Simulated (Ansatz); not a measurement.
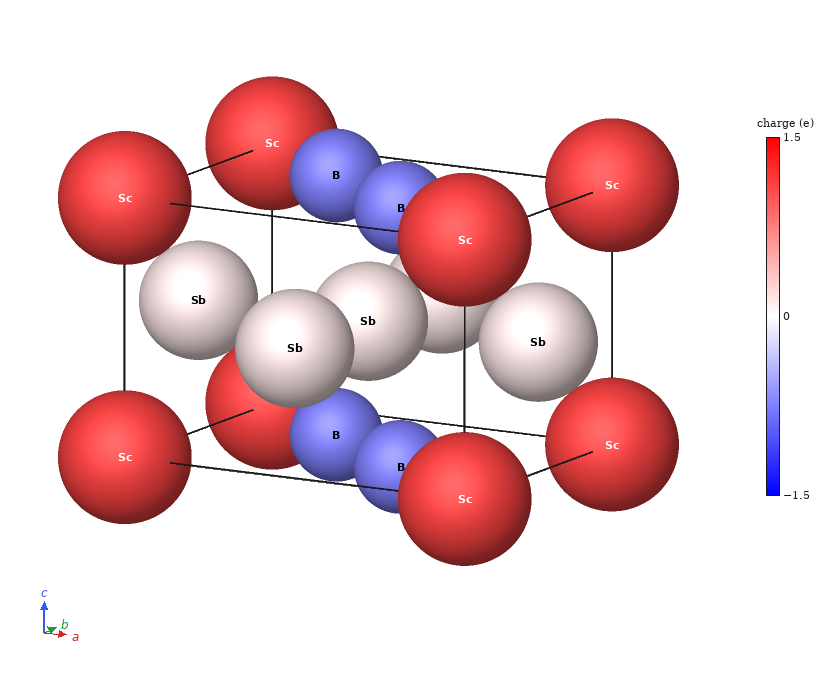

The image is a spheres-only drawing of a crystal, viewed slightly off an axis. The parallelepiped is the simulation cell. The atoms of this ScB2Sb3 cell are coloured by their Bader charge.

Computational set-up: DFT PBE, scalar-relativistic, plane waves, PAW in Ansatz, a kinetic-energy cutoff of 420 eV, a 6×6×10 grid in reciprocal space, Gaussian smearing of 0.1 eV, no spin polarisation.

Question: What do the colours say about charge transfer?

Answer: Most positive: Sc; most negative: B. Charges: about Sc +1.1 e; B -0.7 e; Sb +0.1 e.

The structure was taken from a structure type filled with these elements by a generator (whether the compound takes this form wasn't checked). Earlier steps of the study, as a rule a relaxation of our own, may have changed the cell and positions, so they can lie some per cent off the listed ones. A calculation with Ansatz used it as input.
